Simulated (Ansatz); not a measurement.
The compound is FePt (space group P4/mmm, No. 123), taken as a calculation's input that goes back to an entry of the Crystallography Open Database (an earlier step may have relaxed or displaced it).

```
Fe Pt
1.0
     2.72165    0.00000    0.00000
     0.00000    2.72165    0.00000
     0.00000    0.00000    3.70000
Fe Pt
1 1
Direct
  0.50000 0.50000 0.50000
  0.00000 0.00000 0.00000
```

Bonds are taken as Fe–Fe below 3.1 Å, Fe–Pt below 3 Å and Pt–Pt below 3.1 Å. Atoms with one bond or none are removed and atoms with two bonds are replaced by edges, until no such atom is left.

Derive the underlying net.

The result is a uninodal 12-connected, three-periodic net: Fe and Pt are 12-connected nodes. It is the fcu net, known from cubic close packing. It is a single net, without interpenetration.

```
     node  links  point symbol  coordination sequence
Fe and Pt     12    3²⁴·4³⁶·5⁶   12 42 92 162 252 362
```

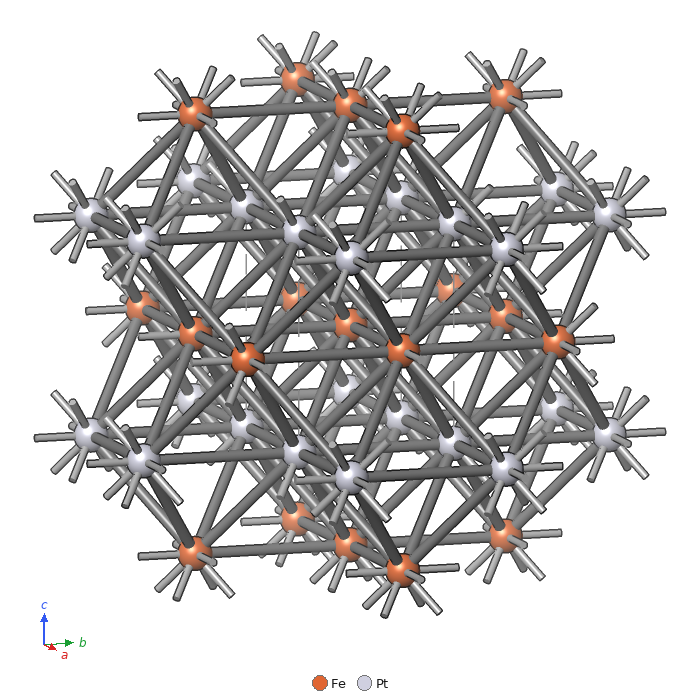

Nodes are coloured by element. Short stubs are edges that leave the cut-out.
